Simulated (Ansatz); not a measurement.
# Decaying states in the gap of Br2ClF, part 3 of 3

Wanted: the relaxed cell of Br2ClF, its band edges and its decay constants. It is built by putting F for part of the Cl in the BrCl structure of space group Cmcm, with the volume rescaled by atomic radii. The parent structure comes from the Materials Project.

Ansatz 0.2.0; r2SCAN DFT, plane waves, PAW files (the session's first sound run).

So far, gap on path (eV): step 3 (band edges) 2.04.

The structure was built from a prototype and need not be the compound's stable phase.

**6. Complex bands, plane (010), k-mesh 4×8×8**

Level of this step: r2SCAN DFT, plane waves, PAW files; complex bands by layer matching along the plane's normal (Ansatz).

The same for the (010) plane, at (0, 0) and (0, -0.1771), to see how the decay depends on direction.

input.yaml

```yaml
crystal:
  lattice:
    - [7.266796454, 0.0, 0.0]
    - [0.0, 4.524916126, 0.0]
    - [0.0, 2.262458063, 3.337932996]
  atoms:
    - { symbol: Br, position: [0.9892405385, 0.9899608092, 0.0] }
    - { symbol: Br, position: [0.5107594615, 0.9899608092, 0.0] }
    - { symbol: Cl, position: [0.25, 0.2822705679, 0.0] }
    - { symbol: F, position: [0.75, 0.7378078137, 0.0] }
kpoints:
  mp_grid: { grid: [4, 8, 8] }
scf:
  occupations: { method: fixed }
hamiltonian:
  xc: r2scan
output:
  eigenvalues: true
  transmission:
    leads: [[0, 0]]
    kpoints: [[0.0, 0.0], [0.0, -0.1771]]
    e_range: [-1.0, 3.04]
    de: 0.07
```

On the command line:

```
$ ansatz run input.yaml --threads 2 --pin off --max-ram 4096MiB --backend cpu --events-out ev --progress --plain --runs-dir out
```

Numbers of over 12 decimals in the logs are rounded to 6 here.

Output:

```text
[...]
Crystal: 4 atoms, lattice volume = 109.757 Å³
Basis set: ecut = 500 eV, 2791 PW (Γ), exchange–correlation on 216×144×120 points (64 copies of the dense FFT grid, shifted against one another)
Bands: 18, of which v1, the nominal top of the filled ones, is band 14 counted from 1 (13 counted from 0)
Symmetry: 4 space group operations
[...]
k-points: 63 of 256 (time reversal used)
[...]
SCF iter   1: F=—  HF=-7477.250583 eV  |F-HF|=—  |Δ(HF+E_count)|=         —  Δρ=5.78e-3  dr2=5.11e-2  dr2_τ=5.82e-2  ethr=1.77e-3  ⟨swp⟩=5.0  Hψ=5292  notcnv=0  defer=126
[...]
SCF iter   7: F=-7477.264161 eV  HF=-7477.264161 eV  |F-HF|=1.72e-8  |Δ(HF+E_count)|=   5.95e-7  Δρ=3.24e-6  dr2=1.35e-8  dr2_τ=8.76e-10  ethr=3.57e-10  ⟨swp⟩=6.8  Hψ=5159  notcnv=0
SCF 1 converged in 7 iterations: F = -7477.264161 eV  dr2 = 1.35e-8
[...]
transmission: 6 of 12 steps passed
transmission: 12 of 12 steps passed
SCF converged after 7 iterations
Free energy (F): -7477.264161 eV
[...]
Internal energy: -7477.264161 eV  (E = F + TS)
E sigma→0 (E₀):  -7477.264161 eV
Fermi energy:    0.557508 eV
[...]
--- Band table (eV; the first three rows and the last of 63) ---
  k-point 0: bands = [... 10 lower, -0.8438, -0.0468, 0.0435, 0.5575, 2.6293, 4.1731, 7.3270, 8.9823]
  k-point 1: bands = [... 10 lower, -0.8316, -0.1787, -0.0746, 0.5231, 2.6487, 4.1684, 7.8049, 9.3791]
  k-point 2: bands = [... 10 lower, -0.8914, -0.6608, -0.1388, 0.4618, 2.6979, 4.1287, 8.8599, 10.0486]
  k-point 62: bands = [... 10 lower, -0.2644, -0.1153, 0.1077, 0.1603, 3.4682, 3.6789, 9.9265, 10.1683]
--- Transmission ---
  basis      : 351 plane waves across, 6 finite elements along
  points     : 2, as listed
[...]
crystal 0  : Br2Cl1F1, at the sites [0, 0], period 3.3379 Å: whole cells are its period
[...]
channels       : 0.000000e0 a spin
[...]
slowest decay  : 0.4374 /Å at (0.0000, -0.1771)
```

Elapsed: 82 s, on 2 threads of Arm Neoverse V2, shared host; peak memory 1 GiB.

This step gave:

| Quantity | Value |
| --- | --- |
| gap on the k-mesh | 2.057 eV |
| level to which the leads are filled | 1.028 eV from the Fermi level |
| decay constant at the filling level, zone centre | 0.4648 Å⁻¹ |
| decay constant at the filling level, slowest listed point | 0.4374 Å⁻¹ |

K parallel (0, 0); values up to 1.5 1/Å, a degenerate pair printed once or twice; energies at which all values exceed this have no row. The Im kz of the slowest decaying states by energy, zero at the highest filled level on the SCF mesh:

| energy (eV) | decay 1 (Å⁻¹) | decay 2 (Å⁻¹) | decay 3 (Å⁻¹) | decay 4 (Å⁻¹) |
| --- | --- | --- | --- | --- |
| -1.000 | 0.420 | 0.778 | 0.801 | 0.863 |
| -0.510 | 0.0319 | 0.361 | 0.490 | 0.753 |
| -0.020 | 0.310 | 0.509 | 0.664 | 0.857 |
| 0.470 | 0.404 | 0.459 | 0.610 | 0.756 |
| 1.030 | 0.465 | 0.518 | 0.642 | 0.807 |
| 1.520 | 0.495 | 0.536 | 0.628 | 0.831 |
| 2.010 | 0.493 | 0.508 | 0.510 | 0.782 |
| 2.500 | 0.511 | 0.537 | 0.663 | 0.791 |

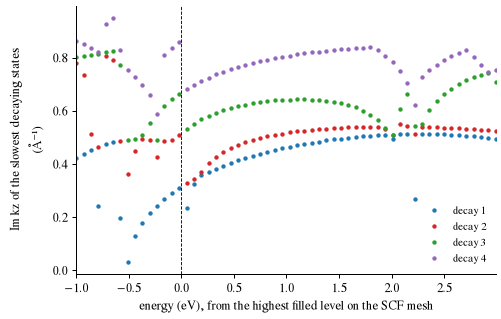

Im kz of the slowest decaying states against energy.

K parallel (0, -0.1771); values up to 1.5 1/Å, a degenerate pair printed once or twice; energies at which all values exceed this have no row. Im kz of the slowest decaying states against energy, zero at the highest filled level on the SCF mesh:

| energy (eV) | decay 1 (Å⁻¹) | decay 2 (Å⁻¹) | decay 3 (Å⁻¹) | decay 4 (Å⁻¹) |
| --- | --- | --- | --- | --- |
| -1.0000 | 0.390 | 0.519 | 0.830 | 0.853 |
| -0.7200 | 0.432 | 0.798 | 0.893 | 1.03 |
| -0.5100 | 0.200 | 0.430 | 0.750 | 0.929 |
| -0.2300 | 0.375 | 0.39 | 0.605 | 0.968 |
| -0.0200 | 0.143 | 0.459 | 0.523 | 0.775 |
| 0.2600 | 0.349 | 0.520 | 0.588 | 0.841 |
| 0.4700 | 0.394 | 0.552 | 0.611 | 0.862 |
| 0.7500 | 0.425 | 0.585 | 0.629 | 0.872 |
| 1.0300 | 0.437 | 0.610 | 0.638 | 0.868 |
| 1.2400 | 0.437 | 0.625 | 0.640 | 0.857 |
| 1.5200 | 0.421 | 0.636 | 0.640 | 0.830 |
| 1.7300 | 0.386 | 0.626 | 0.648 | 0.796 |
| 2.0100 | 0.173 | 0.599 | 0.657 | 0.715 |
| 2.2200 | 0.362 | 0.454 | 0.580 | 0.661 |
| 2.5000 | 0.616 | 0.648 | 0.664 | 0.979 |
| 2.7800 | 0.664 | 0.664 | 0.714 | 0.890 |

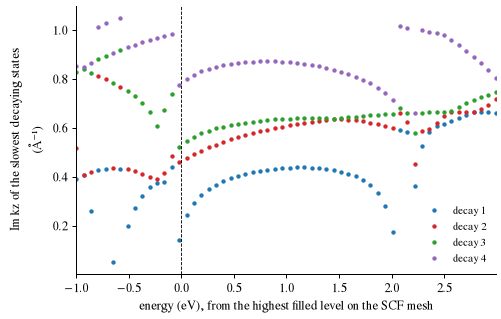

Im kz of the slowest decaying states against energy.

At the listed wavevectors the last open channel is at -0.02 eV and the next at +2.08 eV on the grid. At +1.03 eV, the grid energy nearest the filling level (the middle of the gap on the SCF mesh), the slowest state at the listed wavevectors decays with κ = 0.437 Å⁻¹, its amplitude falling by e over 2.3 Å; the first such run, plane (100), gave 0.328 Å⁻¹.

**7. Band edges at another level, cutoff 420 eV**

This step: PBE DFT, plane waves, PAW files (Ansatz 0.2.0).

The edges again with PBE, at the same atoms. Against that run the cutoff is 420 eV against 500.

input.yaml

```yaml
crystal:
  lattice:
    - [3.3379329959, -2.2624580628, 0.0]
    - [3.3379329959, 2.2624580628, 0.0]
    - [0.0, 0.0, 7.266796454]
  atoms:
    - { symbol: Br, position: [-0.0100391908, 0.0100391908, -0.0107594615] }
    - { symbol: Br, position: [-0.0100391908, 0.0100391908, 0.5107594615] }
    - { symbol: Cl, position: [0.2822705679, 0.7177294321, 0.25] }
    - { symbol: F, position: [0.7378078137, 0.2621921863, 0.75] }
kpoints:
  mp_grid: { grid: [6, 6, 4] }
  band_path: { path: [VBM, CBM], npoints: 30 }
scf:
  occupations: { method: fixed }
hamiltonian:
  xc: pbe
output:
  eigenvalues: true
```

Output:

```text
[...]
Crystal: 4 atoms, lattice volume = 109.757 Å³
Basis set: ecut = 420 eV, 2153 PW (Γ)
Bands: 18, of which v1, the nominal top of the filled ones, is band 14 counted from 1 (13 counted from 0)
Symmetry: 4 space group operations
[...]
k-points: 39 of 144 (time reversal used)
[...]
SCF iter   1: F=—  HF=-7452.565780 eV  |F-HF|=—  |Δ(HF+E_count)|=         —  Δρ=3.88e-3  dr2=1.23e-2  ethr=1.77e-3  ⟨swp⟩=5.0  Hψ=3276  notcnv=0  defer=78
[...]
SCF iter   7: F=-7452.564838 eV  HF=-7452.564838 eV  |F-HF|=4.11e-8  |Δ(HF+E_count)|=   6.98e-7  Δρ=5.44e-6  dr2=3.33e-8  ethr=3.57e-10  ⟨swp⟩=5.5  Hψ=3206  notcnv=0
SCF 1 converged in 7 iterations: F = -7452.564838 eV  dr2 = 3.33e-8
[...]
SCF converged after 7 iterations
Free energy (F): -7452.564838 eV
[...]
Internal energy: -7452.564838 eV  (E = F + TS)
E sigma→0 (E₀):  -7452.564838 eV
Fermi energy:    0.991052 eV
[...]
--- Band table (eV; the first three rows and the last of 39) ---
  k-point 0: bands = [... 10 lower, -0.3868, 0.4094, 0.5013, 0.9911, 2.7523, 4.2456, 7.1272, 8.7740]
  k-point 1: bands = [... 10 lower, -0.1977, 0.2947, 0.5757, 0.9372, 2.9068, 4.0198, 7.4453, 8.6608]
  k-point 2: bands = [... 10 lower, 0.0457, 0.0893, 0.6871, 0.8455, 3.2034, 3.6566, 7.9462, 8.3490]
  k-point 38: bands = [... 10 lower, -0.1452, -0.0995, 0.0716, 0.4761, 3.1639, 3.5972, 9.7583, 10.0660]
```

Wall time 11 s (2 threads); peak memory 0.33 GiB; 22 s of CPU time.

Numbers from this step:

| Quantity | Value |
| --- | --- |
| free energy | -7452.5648 eV |
| Fermi energy | 0.9911 eV |
| gap on the k-mesh | 1.749 eV |
| gap on path | 1.728 eV, by band count; negative where bands overlap |
| direct gap on path | 1.758 eV |

Electronic bands along the path, in eV, zero at the Fermi level (highest filled level under fixed occupations); v1 is the highest filled band, c1 the lowest empty one:

| point | v4 | v3 | v2 | v1 | c1 | c2 | c3 | c4 |
| --- | --- | --- | --- | --- | --- | --- | --- | --- |
| VBM | -1.38 | -0.58 | -0.49 | 0.00 | 1.76 | 3.25 | 6.14 | 7.78 |
| CBM | -1.25 | -0.67 | -0.59 | -0.04 | 1.73 | 3.35 | 6.46 | 8.18 |

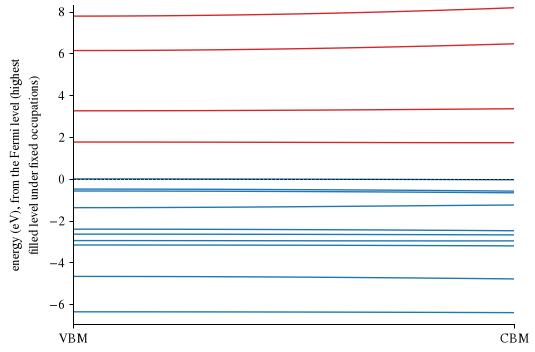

Electronic bands along the path; lines of filled and empty bands in two colours.

The searched edges give 1.73 eV, under the 1.75 eV of the mesh, which misses an edge.

For the gap on path, step 3 gave 2.04 eV; this run, with PBE and cutoff 420 eV, gives 1.73 eV.

**8. Complex bands at another level, cutoff 420 eV**

This step: PBE DFT, plane waves, PAW files; complex bands by layer matching along the plane's normal (Ansatz 0.2.0).

The complex bands at that level, over its own gap, at (0, 0) and (0.0885, -0.0885).

input.yaml

```yaml
crystal:
  lattice:
    - [4.032432662, 0.0, 0.0]
    - [1.493659214, 3.745596791, 0.0]
    - [0.0, 0.0, 7.266796454]
  atoms:
    - { symbol: Br, position: [0.0100391908, 0.9899608092, 0.0107594615] }
    - { symbol: Br, position: [0.0100391908, 0.9899608092, 0.4892405385] }
    - { symbol: Cl, position: [0.7177294321, 0.2822705679, 0.75] }
    - { symbol: F, position: [0.2621921863, 0.7378078137, 0.25] }
kpoints:
  mp_grid: { grid: [6, 6, 4] }
scf:
  occupations: { method: fixed }
hamiltonian:
  xc: pbe
output:
  eigenvalues: true
  transmission:
    leads: [[0, 0]]
    kpoints: [[0.0, 0.0], [0.0885, -0.0885]]
    e_range: [-1.0, 2.73]
    de: 0.07
```

Output:

```text
[...]
Crystal: 4 atoms, lattice volume = 109.757 Å³
Basis set: ecut = 420 eV, 2153 PW (Γ)
Bands: 18, of which v1, the nominal top of the filled ones, is band 14 counted from 1 (13 counted from 0)
Symmetry: 4 space group operations
[...]
k-points: 39 of 144 (time reversal used)
[...]
SCF iter   1: F=—  HF=-7452.565766 eV  |F-HF|=—  |Δ(HF+E_count)|=         —  Δρ=3.88e-3  dr2=1.23e-2  ethr=1.77e-3  ⟨swp⟩=5.0  Hψ=3276  notcnv=0  defer=78
[...]
SCF iter   7: F=-7452.564838 eV  HF=-7452.564838 eV  |F-HF|=4.12e-8  |Δ(HF+E_count)|=   6.98e-7  Δρ=5.45e-6  dr2=3.35e-8  ethr=3.57e-10  ⟨swp⟩=5.5  Hψ=3216  notcnv=0
SCF 1 converged in 7 iterations: F = -7452.564838 eV  dr2 = 3.35e-8
[...]
transmission: 13 of 26 steps passed
transmission: 26 of 26 steps passed
SCF converged after 7 iterations
Free energy (F): -7452.564838 eV
[...]
Internal energy: -7452.564838 eV  (E = F + TS)
E sigma→0 (E₀):  -7452.564838 eV
Fermi energy:    0.991052 eV
[...]
--- Band table (eV; the first three rows and the last of 39) ---
  k-point 0: bands = [... 10 lower, -0.3868, 0.4094, 0.5013, 0.9911, 2.7523, 4.2456, 7.1272, 8.7740]
  k-point 1: bands = [... 10 lower, -0.1977, 0.2947, 0.5757, 0.9372, 2.9068, 4.0198, 7.4453, 8.6608]
  k-point 2: bands = [... 10 lower, 0.0457, 0.0893, 0.6871, 0.8455, 3.2033, 3.6566, 7.9462, 8.3490]
  k-point 38: bands = [... 10 lower, -0.1452, -0.0995, 0.0716, 0.4761, 3.1639, 3.5972, 9.7583, 10.0660]
--- Transmission ---
  basis      : 133 plane waves across, 13 finite elements along
  points     : 2, as listed
[...]
crystal 0  : F1Br2Cl1, at the sites [0, 0], period 7.2668 Å: whole cells are its period
[...]
channels       : 0.000000e0 a spin
[...]
slowest decay  : 0.3086 /Å at (0.0885, -0.0885)
```

Elapsed: 15 s, on 2 threads; peak memory 0.41 GiB.

This step gave:

- level to which the leads are filled: 0.8747 eV from the Fermi level
- decay constant at the filling level, zone centre: 0.4324 Å⁻¹
- decay constant at the filling level, slowest listed point: 0.3086 Å⁻¹

K parallel (0, 0); values up to 1.5 1/Å, a degenerate pair printed once or twice; energies at which all values exceed this have no row. Im kz of the slowest decaying states against energy, zero at the highest filled level on the SCF mesh:

| energy (eV) | decay 1 (Å⁻¹) | decay 2 (Å⁻¹) | decay 3 (Å⁻¹) | decay 4 (Å⁻¹) |
| --- | --- | --- | --- | --- |
| -1.000 | 0.417 | 0.423 | 0.488 | 1.40 |
| -0.510 | 0.105 | 0.153 | 0.458 | 1.35 |
| -0.020 | 0.350 | 0.471 | 1.30 | - |
| 0.470 | 0.412 | 0.467 | 0.552 | 1.26 |
| 1.030 | 0.433 | 0.443 | 0.758 | 1.21 |
| 1.520 | 0.280 | 0.461 | 0.878 | 1.17 |
| 2.010 | 0.494 | 0.977 | 1.13 | 1.34 |
| 2.500 | 0.0807 | 0.503 | 1.09 | 1.23 |

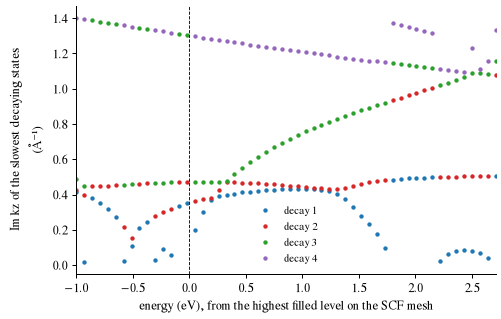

Im kz of the slowest decaying states, plotted against energy.

K parallel (0.0885, -0.0885); values up to 1.5 1/Å, a degenerate pair printed once or twice; energies at which all values exceed this have no row. The Im kz of the slowest decaying states by energy, zero at the highest filled level on the SCF mesh:

| energy (eV) | decay 1 (Å⁻¹) | decay 2 (Å⁻¹) | decay 3 (Å⁻¹) | decay 4 (Å⁻¹) |
| --- | --- | --- | --- | --- |
| -1.000 | 0.377 | 0.479 | 1.33 | - |
| -0.510 | 0.242 | 0.272 | 0.627 | 1.27 |
| -0.020 | 0.135 | 0.329 | 0.385 | 0.644 |
| 0.470 | 0.334 | 0.479 | 0.544 | 0.604 |
| 1.030 | 0.293 | 0.552 | 0.723 | 1.13 |
| 1.520 | 0.181 | 0.553 | 0.822 | 1.08 |
| 2.010 | 0.553 | 0.899 | 1.04 | 1.42 |
| 2.500 | 0.0539 | 0.551 | 0.976 | 1.37 |

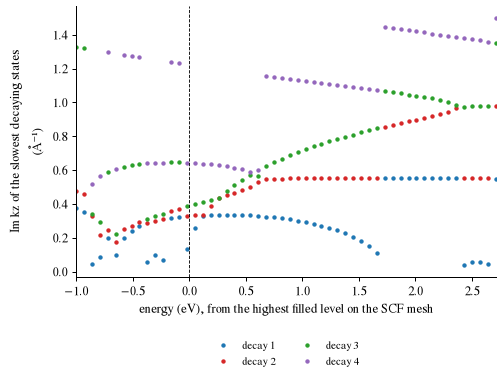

Im kz of the slowest decaying states against energy.

At the listed wavevectors the last open channel is at -0.02 eV and the next at +1.73 eV on the grid. At +0.89 eV, the grid energy nearest the filling level (the middle of the gap on the SCF mesh), the slowest state at the listed wavevectors decays with κ = 0.309 Å⁻¹, its amplitude falling by e over 3.2 Å; the first such run, plane (100), gave 0.331 Å⁻¹ over as many of its listed wavevectors.

**9. A repeat with changed settings**

This step: r2SCAN DFT, plane waves, PAW files; complex bands by layer matching along the plane's normal; changed: output.transmission.kpoints = null, output.transmission.kmesh = [1, 1], scf.max_iter = 50 (Ansatz 0.2.0).

This run repeats an earlier one, its twin (the complex run, plane (100)), with three settings changed (output.transmission.kpoints, scf.max_iter, output.transmission.kmesh; files written aside). The setting was drawn as a possible misstep, on purpose. Where the input is shown as a difference, that is against the step before, not the twin.

input.yaml, the sections that differ from step 8:

```yaml
scf:
  occupations: { method: fixed }
  max_iter: 50
hamiltonian:
  xc: r2scan
output:
  eigenvalues: true
  transmission: { leads: [[0, 0]], e_range: [-1.0, 3.04], de: 0.08, kmesh: [1, 1] }
# crystal, kpoints: as in step 8
```

Output:

```text
[...]
Crystal: 4 atoms, lattice volume = 109.757 Å³
Basis set: ecut = 500 eV, 2791 PW (Γ), exchange–correlation on 120×120×216 points (64 copies of the dense FFT grid, shifted against one another)
Bands: 18, of which v1, the nominal top of the filled ones, is band 14 counted from 1 (13 counted from 0)
Symmetry: 4 space group operations
[...]
k-points: 39 of 144 (time reversal used)
[...]
SCF iter   1: F=—  HF=-7477.250606 eV  |F-HF|=—  |Δ(HF+E_count)|=         —  Δρ=5.78e-3  dr2=5.11e-2  dr2_τ=5.82e-2  ethr=1.77e-3  ⟨swp⟩=5.0  Hψ=3276  notcnv=0  defer=78
[...]
SCF iter   7: F=-7477.264157 eV  HF=-7477.264157 eV  |F-HF|=1.72e-8  |Δ(HF+E_count)|=   5.94e-7  Δρ=3.23e-6  dr2=1.34e-8  dr2_τ=8.87e-10  ethr=3.57e-10  ⟨swp⟩=6.8  Hψ=3237  notcnv=0
SCF 1 converged in 7 iterations: F = -7477.264157 eV  dr2 = 1.34e-8
[...]
transmission: 12 of 12 steps passed
SCF converged after 7 iterations
Free energy (F): -7477.264157 eV
[...]
Internal energy: -7477.264157 eV  (E = F + TS)
E sigma→0 (E₀):  -7477.264157 eV
Fermi energy:    0.557510 eV
[...]
--- Band table (eV; the first three rows and the last of 39) ---
  k-point 0: bands = [... 10 lower, -0.8438, -0.0468, 0.0435, 0.5575, 2.6293, 4.1731, 7.3270, 8.9823]
  k-point 1: bands = [... 10 lower, -0.6430, -0.1560, 0.1194, 0.5030, 2.7975, 3.9451, 7.6442, 8.8668]
  k-point 2: bands = [... 10 lower, -0.3952, -0.3550, 0.2296, 0.4134, 3.1127, 3.5733, 8.1513, 8.5451]
  k-point 38: bands = [... 10 lower, -0.6279, -0.5419, -0.3720, 0.0450, 3.0582, 3.5025, 9.9188, 10.2800]
--- Transmission ---
  basis      : 161 plane waves across, 12 finite elements along
  points     : 1, standing for a mesh of 1 x 1
[...]
crystal 0  : F1Br2Cl1, at the sites [0, 0], period 7.2668 Å: whole cells are its period
[...]
channels       : 0.000000e0 a spin
[...]
slowest decay  : 0.4478 /Å at (0.0000, 0.0000)
```

It took 15 s on 2 threads; peak memory 0.6 GiB.

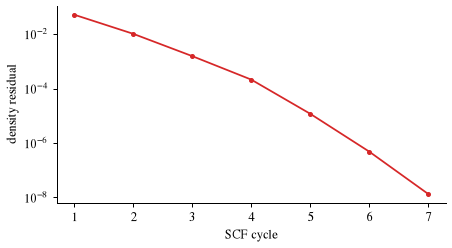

Residual by cycle in this run.

The run finished. A setting was moved off its sound value on purpose, so it serves as a test and not as the result.

The fault put into the input: one point across the current (output.transmission.kpoints = null and output.transmission.kmesh = [1, 1]).

The least decay constant is 0.448 Å⁻¹ against 0.328 Å⁻¹ in the twin: a change of +36 %, at 0.57 times the CPU time.

Side by side:

| quantity | this run | sound run | difference |
| --- | --- | --- | --- |
| decay constant at the filling level, slowest listed point (Å⁻¹) | 0.4478 | 0.3284 | 0.119 |

One result that differs is the decay constant at the filling level, slowest listed point, 0.448 Å⁻¹ against 0.328 Å⁻¹.

**10. What came out**

| Quantity | Value |
| --- | --- |
| band gap | 2.04 eV |
| least decay constant at mid-gap, normal to (100) | 0.328 Å⁻¹ |
| least decay constant at mid-gap, normal to (010) | 0.437 Å⁻¹ |
| least decay constant on a mesh, normal to (100) | 0.330 Å⁻¹ |
| least decay constant, PBE | 0.309 Å⁻¹ |

In words: With r2SCAN, the slowest decay at the wavevectors tried is κ = 0.328 Å⁻¹, normal to (100). Through such a film the transmission near mid-gap falls as exp(−2κd), a factor of ten every 3.5 Å. The decay depends on direction: 1.3 times faster normal to (010). A free electron under a barrier of half the gap would need a mass of 0.40 mₑ to decay at this rate. The slowest decay isn't at the zone centre. With PBE the gap goes from 2.04 to 1.73 eV and the decay constant, over the first 2 listed wavevectors, from 0.331 to 0.309 Å⁻¹. The compound is made up by substitution; its stability against other phases and against distortions of the cell's symmetry was not tested. r2SCAN still narrows gaps, if less than LDA and GGA do, so real decay constants are likely larger.

[Logs are printed without paths, hosts, clocks, repeated set-up lines and the standing remarks that a program may print on its own settings, such as how far it seeks lower states.]

[Hosts, paths, dates, database ids (printed as entryN), source tags and the programs' standing remarks are cut or masked in the printed files.]

[New means built here by substitution; the compound itself may be known and measured.]
